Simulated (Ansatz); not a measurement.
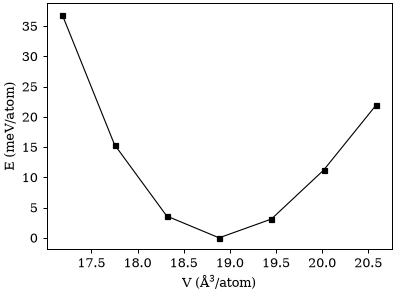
Figure. Mg2Au in space group Pnma (No. 62; Mg on 4c, Au on 4c, Mg on 4c) under volume change, r²SCAN in the plane-wave PAW code Ansatz, shape and atoms relaxed at each volume.

Task: What does a third-order Birch–Murnaghan fit give for V₀, B₀ and B′?

Result: V₀ = 18.89 Å³/atom, B₀ = 58.0 GPa, B′ = 7.4.

The workflow started from an entry of the Crystallography Open Database (COD). Whether it is the stable phase at ambient conditions was not checked. The r²SCAN relaxation kept the symmetry of its start; whether a distortion lowers the energy is not shown. Scalar-relativistic: spin–orbit coupling is off unless named, which matters more the heavier the elements.

Potentials: the later of the program's two PAW sets.
